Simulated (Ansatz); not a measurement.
Molecular dynamics of WHClF₄ (part 3 of 3)

Continued. System: WHClF₄. Method: RKS LDA/def2-SVP (Ansatz 0.2.0). It belongs to a series of runs on one base structure; here: dynamics from the last frame of an earlier run.

Geometry of the input (Å):
```
W  0.0985  0.0029  -0.1081
H  -0.1758  0.7511  1.4896
Cl 2.3080  -0.0202  0.4597
F  0.3220  1.8412  -0.3941
F  -1.7117  -0.2065  0.2321
F  0.2150  -1.8353  -0.2145
F  -0.3802  0.1702  -1.8901
```

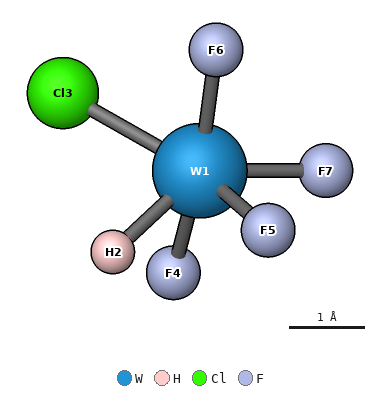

The geometry at step 100 of the log (ball-and-stick view, seen at a tilt; atoms are numbered from 1 in the order of the input).

Trajectory as extended XYZ, continued:
```
7
Properties=species:S:1:pos:R:3:forces:R:3 step=44 time_fs=22.0 energy=-25113.12490 temperature=258.9
W     0.1145    0.0145   -0.1031   -0.9121  -1.0757  -1.4783
H    -0.1119    0.2616    1.6386    0.0830   0.2546  -0.7091
Cl    2.2610   -0.0244    0.4606    0.5832  -0.1957   0.2803
F     0.3313    1.7926   -0.3844    0.0632   1.0655   0.3761
F    -1.6852   -0.2439    0.1860   -0.4859   0.1556   0.2220
F     0.1928   -1.8283   -0.1797    0.3130   0.1874  -0.0783
F    -0.4641    0.1705   -1.9469    0.3557  -0.3917   1.3874
7
Properties=species:S:1:pos:R:3:forces:R:3 step=50 time_fs=25.0 energy=-25113.18172 temperature=346.6
W     0.1162    0.0137   -0.1064   -0.9046  -0.6717  -2.2727
H    -0.1469    0.2957    1.5311   -0.0283   0.4425   0.5356
Cl    2.2567   -0.0270    0.4625    0.7246  -0.1742   0.3500
F     0.3330    1.7966   -0.3742    0.0835   1.0524   0.3121
F    -1.6890   -0.2468    0.1853   -0.4409   0.1235   0.1796
F     0.1940   -1.8112   -0.1746    0.3416  -0.5004  -0.0654
F    -0.4700    0.1632   -1.9274    0.2242  -0.2721   0.9608
7
Properties=species:S:1:pos:R:3:forces:R:3 step=56 time_fs=28.0 energy=-25113.19104 temperature=361.5
W     0.1175    0.0126   -0.1107   -0.9596  -0.0063  -2.3392
H    -0.1840    0.3674    1.4659   -0.0842   0.5272   1.1741
Cl    2.2542   -0.0300    0.4652    0.8053  -0.1471   0.3918
F     0.3351    1.8054   -0.3625    0.0985   0.8670   0.2106
F    -1.6948   -0.2491    0.1855   -0.3118   0.0675   0.1386
F     0.1968   -1.7964   -0.1699    0.3492  -1.1778  -0.0258
F    -0.4748    0.1546   -1.9037    0.1026  -0.1304   0.4500
7
Properties=species:S:1:pos:R:3:forces:R:3 step=61 time_fs=30.5 energy=-25113.24699 temperature=447.4
W     0.1183    0.0117   -0.1152   -1.3403   0.9484  -0.8959
H    -0.2191    0.4598    1.4808    0.1533   0.1957   0.3404
Cl    2.2536   -0.0329    0.4682    0.8143  -0.1251   0.3835
F     0.3372    1.8157   -0.3520    0.1081   0.5987   0.0801
F    -1.7008   -0.2509    0.1862   -0.1242   0.0155   0.0987
F     0.2003   -1.7880   -0.1660    0.3399  -1.6050   0.0101
F    -0.4784    0.1470   -1.8822    0.0489  -0.0282  -0.0169
7
Properties=species:S:1:pos:R:3:forces:R:3 step=67 time_fs=33.5 energy=-25113.21487 temperature=398.1
W     0.1185    0.0110   -0.1208   -1.6949   1.9984   0.9883
H    -0.2478    0.5828    1.5203    0.4135  -0.3596  -0.6938
Cl    2.2546   -0.0365    0.4726    0.7545  -0.0986   0.3395
F     0.3401    1.8305   -0.3391    0.1129   0.2060  -0.0919
F    -1.7083   -0.2529    0.1874    0.1516  -0.0275   0.0855
F     0.2059   -1.7846   -0.1613    0.3091  -1.8088   0.0535
F    -0.4826    0.1377   -1.8567   -0.0467   0.0900  -0.6811
7
Properties=species:S:1:pos:R:3:forces:R:3 step=72 time_fs=36.0 energy=-25113.16433 temperature=320.2
W     0.1182    0.0111   -0.1252   -1.6216   2.3384   1.9212
H    -0.2464    0.6645    1.5140    0.4109  -0.6319  -0.8944
Cl    2.2569   -0.0398    0.4770    0.6576  -0.0753   0.2903
F     0.3430    1.8436   -0.3286    0.1102  -0.1170  -0.2285
F    -1.7142   -0.2546    0.1887    0.3674  -0.0426   0.1138
F     0.2117   -1.7880   -0.1572    0.2656  -1.6790   0.0942
F    -0.4862    0.1303   -1.8377   -0.1901   0.2074  -1.2965
7
Properties=species:S:1:pos:R:3:forces:R:3 step=78 time_fs=39.0 energy=-25113.16803 temperature=325.5
W     0.1171    0.0123   -0.1297   -1.1221   1.9576   2.1486
H    -0.2143    0.7140    1.4410    0.1533  -0.5928  -0.3513
Cl    2.2611   -0.0438    0.4828    0.5005  -0.0467   0.2245
F     0.3468    1.8588   -0.3171    0.1004  -0.4379  -0.3824
F    -1.7196   -0.2569    0.1907    0.5739  -0.0393   0.1849
F     0.2197   -1.7990   -0.1519    0.1940  -1.2156   0.1463
F    -0.4914    0.1223   -1.8205   -0.4000   0.3748  -1.9706
7
Properties=species:S:1:pos:R:3:forces:R:3 step=83 time_fs=41.5 energy=-25113.14307 temperature=286.8
W     0.1157    0.0139   -0.1326   -0.4915   1.0407   1.5110
H    -0.1770    0.7176    1.3572   -0.2133  -0.2007   0.6851
Cl    2.2656   -0.0473    0.4882    0.3424  -0.0229   0.1686
F     0.3504    1.8700   -0.3088    0.0805  -0.6469  -0.4781
F    -1.7221   -0.2589    0.1931    0.7006  -0.0199   0.2609
F     0.2271   -1.8124   -0.1470    0.1236  -0.6638   0.1820
F    -0.4971    0.1170   -1.8128   -0.5423   0.5136  -2.3295
7
Properties=species:S:1:pos:R:3:forces:R:3 step=89 time_fs=44.5 energy=-25113.08957 temperature=204.8
W     0.1139    0.0163   -0.1356    0.0498   0.0504   0.8388
H    -0.1500    0.7080    1.3140   -0.4641   0.1588   1.4417
Cl    2.2717   -0.0515    0.4949    0.1256   0.0014   0.0936
F     0.3551    1.8807   -0.3008    0.0335  -0.8907  -0.5199
F    -1.7223   -0.2615    0.1970    0.7849  -0.0016   0.3014
F     0.2364   -1.8312   -0.1403    0.0393   0.0821   0.1845
F    -0.5062    0.1127   -1.8133   -0.5690   0.5996  -2.3401
7
Properties=species:S:1:pos:R:3:forces:R:3 step=94 time_fs=47.0 energy=-25113.15324 temperature=302.5
W     0.1124    0.0184   -0.1377    0.0264   0.0170   1.4075
H    -0.1554    0.7064    1.3638   -0.2655  -0.1619   0.6440
Cl    2.2770   -0.0550    0.5007   -0.0655   0.0156   0.0204
F     0.3590    1.8866   -0.2959   -0.0202  -1.1071  -0.4979
F    -1.7197   -0.2636    0.2013    0.7769  -0.0137   0.2462
F     0.2443   -1.8466   -0.1341   -0.0229   0.6900   0.1413
F    -0.5157    0.1112   -1.8219   -0.4290   0.5601  -1.9614
7
Properties=species:S:1:pos:R:3:forces:R:3 step=100 time_fs=50.0 energy=-25113.17503 temperature=336.4
W     0.1106    0.0208   -0.1396   -0.1580   0.1259   2.0659
H    -0.1806    0.6895    1.4673    0.0961  -0.5580  -0.5904
Cl    2.2832   -0.0592    0.5077   -0.2812   0.0321  -0.0598
F     0.3637    1.8889   -0.2922   -0.0898  -1.2975  -0.4140
F    -1.7133   -0.2662    0.2074    0.6703  -0.0422   0.1343
F     0.2538   -1.8622   -0.1261   -0.0875   1.2899   0.0685
F    -0.5288    0.1116   -1.8401   -0.1498   0.4498  -1.2045
7
Properties=species:S:1:pos:R:3:forces:R:3 step=106 time_fs=53.0 energy=-25113.16703 temperature=324.3
W     0.1087    0.0234   -0.1405   -0.1146  -0.1971   1.7599
H    -0.1988    0.6279    1.5261    0.2805  -0.5072  -1.0034
Cl    2.2888   -0.0633    0.5145   -0.4549   0.0523  -0.1169
F     0.3680    1.8854   -0.2903   -0.1450  -1.3120  -0.3036
F    -1.7040   -0.2690    0.2142    0.4536  -0.0660   0.0415
F     0.2628   -1.8719   -0.1178   -0.1374   1.6763   0.0006
F    -0.5427    0.1142   -1.8637    0.1178   0.3538  -0.3780
7
Properties=species:S:1:pos:R:3:forces:R:3 step=111 time_fs=55.5 energy=-25113.21075 temperature=391.6
W     0.1071    0.0254   -0.1407    0.1734  -0.7543   0.8426
H    -0.1968    0.5439    1.5130    0.2604  -0.1932  -0.6517
Cl    2.2926   -0.0666    0.5200   -0.5573   0.0721  -0.1468
F     0.3710    1.8779   -0.2898   -0.1708  -1.1667  -0.2077
F    -1.6946   -0.2715    0.2200    0.1886  -0.0786  -0.0069
F     0.2698   -1.8743   -0.1108   -0.1640   1.8231  -0.0507
F    -0.5538    0.1176   -1.8850    0.2697   0.2974   0.2212
7
Properties=species:S:1:pos:R:3:forces:R:3 step=117 time_fs=58.5 energy=-25113.20861 temperature=388.2
W     0.1053    0.0275   -0.1406    0.7712  -1.5944  -0.9445
H    -0.1758    0.4312    1.4547    0.0384   0.3522   0.5677
Cl    2.2959   -0.0704    0.5263   -0.6303   0.1000  -0.1650
F     0.3740    1.8641   -0.2900   -0.1735  -0.8164  -0.0914
F    -1.6826   -0.2749    0.2269   -0.1860  -0.0751  -0.0227
F     0.2776   -1.8695   -0.1027   -0.1764   1.7943  -0.1107
F    -0.5661    0.1229   -1.9094    0.3565   0.2394   0.7666
7
Properties=species:S:1:pos:R:3:forces:R:3 step=122 time_fs=61.0 energy=-25113.15332 temperature=303.3
W     0.1040    0.0287   -0.1408    1.1150  -2.0343  -1.9831
H    -0.1545    0.3573    1.4370   -0.0883   0.5922   1.2633
Cl    2.2975   -0.0734    0.5312   -0.6534   0.1245  -0.1811
F     0.3758    1.8498   -0.2906   -0.1450  -0.4019  -0.0247
F    -1.6732   -0.2780    0.2326   -0.4724  -0.0562  -0.0194
F     0.2835   -1.8593   -0.0963   -0.1693   1.6010  -0.1649
F    -0.5751    0.1281   -1.9273    0.4134   0.1746   1.1099
7
Properties=species:S:1:pos:R:3:forces:R:3 step=128 time_fs=64.0 energy=-25113.17587 temperature=337.4
W     0.1029    0.0292   -0.1418    0.9344  -1.9705  -1.2841
H    -0.1337    0.3126    1.5035    0.0719   0.4175   0.3268
Cl    2.2979   -0.0767    0.5367   -0.6376   0.1535  -0.2176
F     0.3775    1.8310   -0.2913   -0.0687   0.1955  -0.0207
F    -1.6639   -0.2820    0.2394   -0.7029  -0.0256  -0.0271
F     0.2898   -1.8405   -0.0894   -0.1385   1.1523  -0.2313
F    -0.5841    0.1351   -1.9440    0.5414   0.0773   1.4540
7
Properties=species:S:1:pos:R:3:forces:R:3 step=133 time_fs=66.5 energy=-25113.14622 temperature=291.8
W     0.1024    0.0290   -0.1432    0.6299  -1.7320  -0.3556
H    -0.1126    0.3035    1.5844    0.1818   0.2230  -0.7057
Cl    2.2971   -0.0792    0.5409   -0.5933   0.1798  -0.2458
F     0.3786    1.8160   -0.2921    0.0197   0.7242  -0.0566
F    -1.6586   -0.2853    0.2450   -0.7848   0.0055  -0.0178
F     0.2946   -1.8208   -0.0844   -0.0954   0.5906  -0.2696
F    -0.5898    0.1412   -1.9529    0.6420   0.0088   1.6512
7
Properties=species:S:1:pos:R:3:forces:R:3 step=139 time_fs=69.5 energy=-25113.09125 temperature=207.1
W     0.1020    0.0280   -0.1449    0.3924  -1.3591   0.0408
H    -0.0740    0.3103    1.6270    0.1134   0.1189  -1.1268
Cl    2.2948   -0.0817    0.5454   -0.5065   0.2143  -0.2616
F     0.3801    1.8010   -0.2932    0.1334   1.2947  -0.1071
F    -1.6554   -0.2893    0.2516   -0.7805   0.0469   0.0256
F     0.3000   -1.7948   -0.0795   -0.0247  -0.2777  -0.2834
F    -0.5939    0.1486   -1.9567    0.6725  -0.0379   1.7126
7
Properties=species:S:1:pos:R:3:forces:R:3 step=144 time_fs=72.0 energy=-25113.10632 temperature=230.2
W     0.1019    0.0266   -0.1464    0.3161  -0.9600  -0.2400
H    -0.0346    0.3246    1.5923   -0.0680   0.1429  -0.7661
Cl    2.2919   -0.0835    0.5486   -0.4113   0.2428  -0.2610
F     0.3818    1.7930   -0.2945    0.2161   1.6235  -0.1447
F    -1.6555   -0.2925    0.2572   -0.7031   0.0810   0.0784
F     0.3044   -1.7741   -0.0764    0.0422  -1.0885  -0.2687
F    -0.5950    0.1547   -1.9539    0.6081  -0.0417   1.6020
7
Properties=species:S:1:pos:R:3:forces:R:3 step=150 time_fs=75.0 energy=-25113.10834 temperature=233.1
W     0.1018    0.0246   -0.1483    0.3224  -0.4661  -1.2364
H     0.0057    0.3544    1.4989   -0.3519   0.3260   0.4427
Cl    2.2875   -0.0850    0.5519   -0.2917   0.2746  -0.2438
F     0.3847    1.7901   -0.2967    0.2807   1.7486  -0.1877
F    -1.6585   -0.2960    0.2642   -0.5174   0.1154   0.1451
F     0.3098   -1.7539   -0.0738    0.1087  -1.9972  -0.2235
F    -0.5938    0.1618   -1.9440    0.4491  -0.0013   1.3036
```

Results in brief:

```tsv
quantity	value
outcome	finished
mean temperature over the second half	300 K
trajectory	150 steps, 75 fs
ensemble	nve
temperature in the input	400.0 K
time step	0.5 fs
potential energy (last step)	−25113.1084 eV
mean-field energy (last step)	−25113.1084 eV
largest force (length of the vector) (last step)	2.013 eV/Å
hardware	2 threads of Arm Neoverse V2, 24 GiB of memory available, shared host
wall time	4 min (CPU time 7.8 min)
peak memory	0.15 GiB
```

Remarks:

So short a trajectory is not equilibrated.
